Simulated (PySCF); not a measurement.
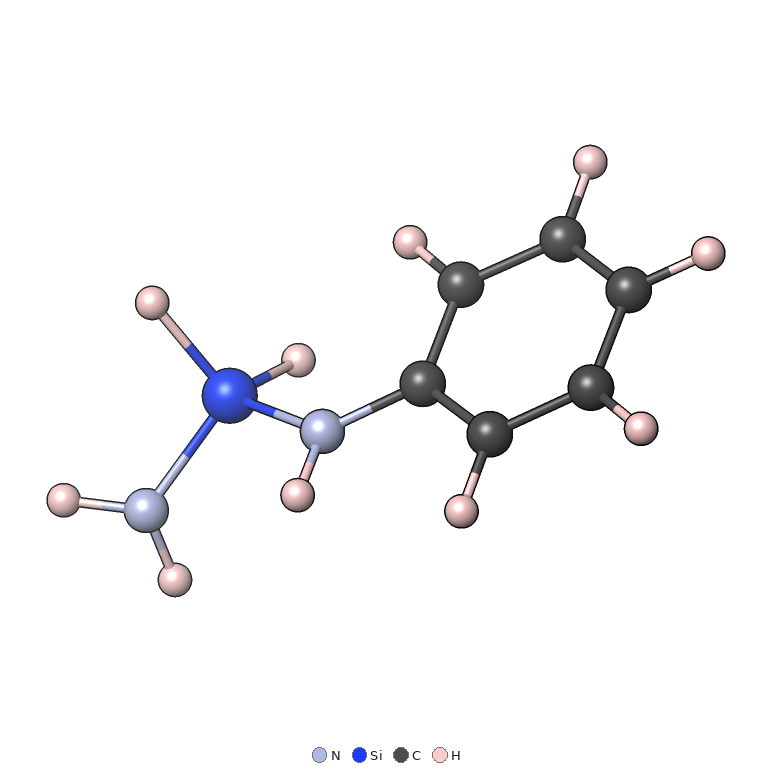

A ball-and-stick model of a molecule. Every bond is drawn as one stick, whatever its order.

Question: Give the formula.

Answer: C₆H₁₀N₂Si, 19 atoms: 6 carbon, 10 hydrogen, 2 nitrogen and 1 silicon.

Question: Name functional groups in it.

Answer: Among them: Si–H bond, Si–N bond.

Question: What is the point group of this geometry?

Answer: C1.

Question: Give a SMILES string for it.

Answer: N[SiH2]Nc1ccccc1

The parts below concern this one geometry. Atoms keep their numbers from picture to picture. The geometry was computed by an optimisation with PBE0-D3(BJ)/def2-SVP. No frequency run is at hand to confirm it as a minimum.

Geometry

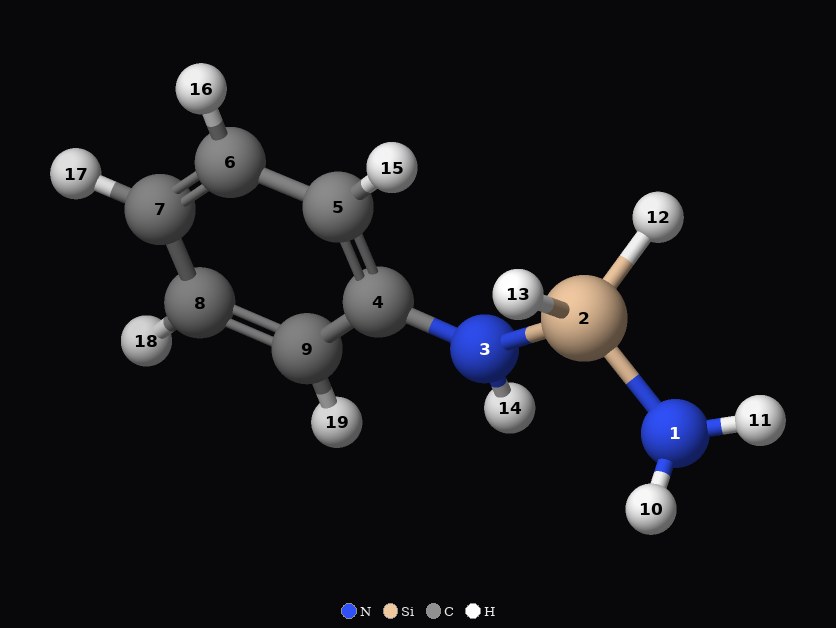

No frequency run is at hand to confirm it as a minimum.

Question: What is the geometry at Si2?

Answer: Si2 has 4 neighbours (N1 at 1.72, N3 at 1.75, H12 at 1.50, H13 at 1.50 Å); the arrangement is tetrahedral.

Question: What is the geometry at C9?

Answer: C9 has 3 neighbours (C4 at 1.41, C8 at 1.39, H19 at 1.09 Å); the arrangement is trigonal planar.

Question: Describe the coordination of atom 6.

Answer: C6 has 3 neighbours (C5 at 1.39, C7 at 1.39, H16 at 1.09 Å); the arrangement is trigonal planar.

Question: What is the geometry at C4?

Answer: C4 has 3 neighbours (N3 at 1.39, C5 at 1.41, C9 at 1.41 Å); the arrangement is trigonal planar.

Question: What is the dihedral angle C5–C6–C7–C8?

Answer: 0° in size, that is syn (eclipsed).

Quadrupole coupling

No frequency run is at hand to confirm it as a minimum. Electric field gradients from the ground-state density, PBE0/pcSseg-1 (PySCF 2.14.0), non-relativistic apart from any core potentials.

Give the largest field-gradient component, the quadrupole coupling constant and the asymmetry for 14N at N1 (Q = 20.44 mb), 14N at N3 (Q = 20.44 mb), 2H at H10 (Q = 2.86 mb), 2H at H11 (Q = 2.86 mb).

```
atom  V_zz (a.u.)  e²qQ/h (MHz)     η
  N1       −0.972         −4.67  0.29
  N3       −0.895         −4.30  0.41
 H10        0.412         0.277  0.17
 H11        0.415         0.279  0.18
```

Ring current

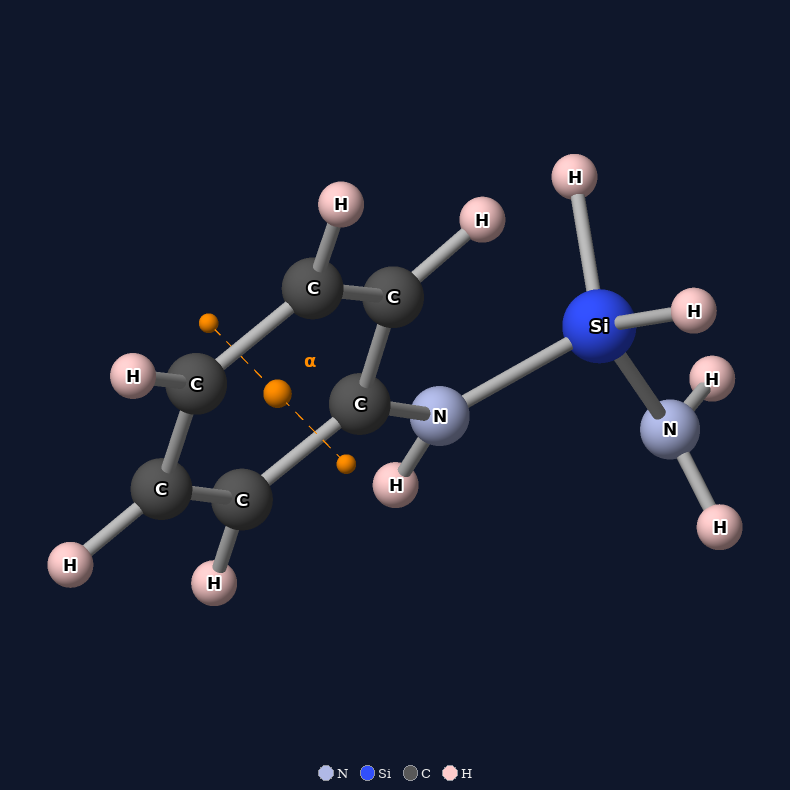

The small points mark where nucleus-independent chemical shifts (NICS) were computed: at the centre of each lettered ring and 1 Å above and below it. No frequency run is at hand to confirm it as a minimum. Method: GIAO PBE0/pcSseg-1 NMR shielding, non-relativistic, gas phase (PySCF 2.14.0).

Give NICS(0), NICS(1) and the out-of-plane component NICS(1)zz for each ring (means of the two sides).

```csv
ring,members,NICS(0),NICS(1),NICS(1)zz
α,C6,−8.7,−10.5,−25.6
```

Values in ppm.

Question: What do the values say about the ring currents?

Answer: Ring α: diatropic, as in an aromatic ring. NICS is one index among several.

NMR shielding

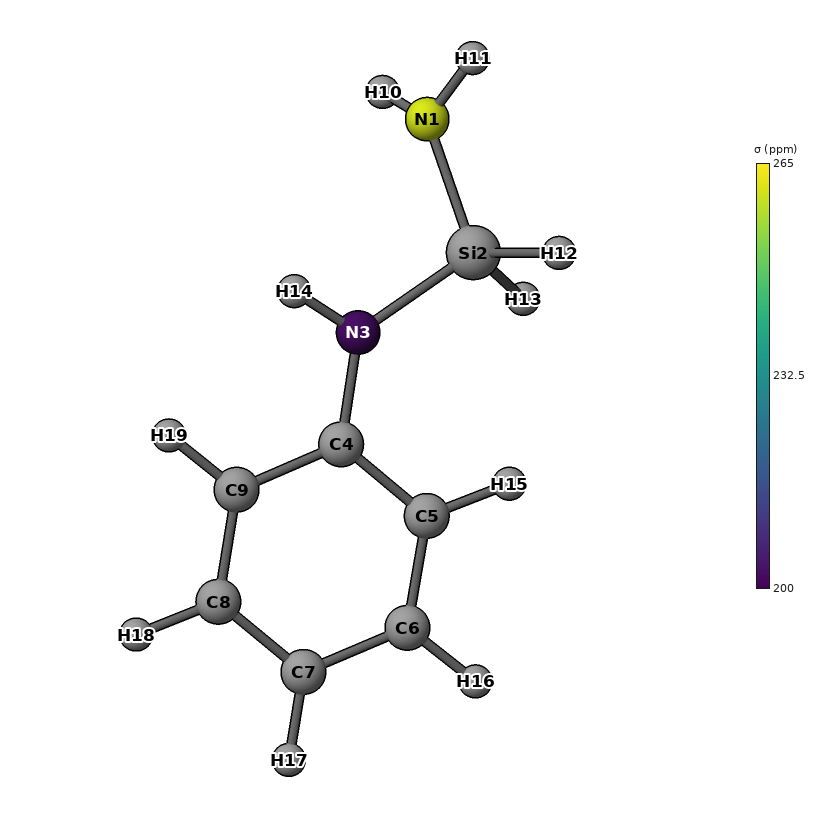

Atoms are coloured by their isotropic NMR shieldings (N only, the others grey). No frequency run is at hand to confirm it as a minimum. Level of theory: GIAO HF/pcSseg-1 NMR shielding, non-relativistic, gas phase (PySCF 2.14.0).

List the isotropic NMR shieldings of the N atoms.

| atom | σ (ppm) |
| --- | --- |
| N1 | 260.6 |
| N3 | 202.7 |
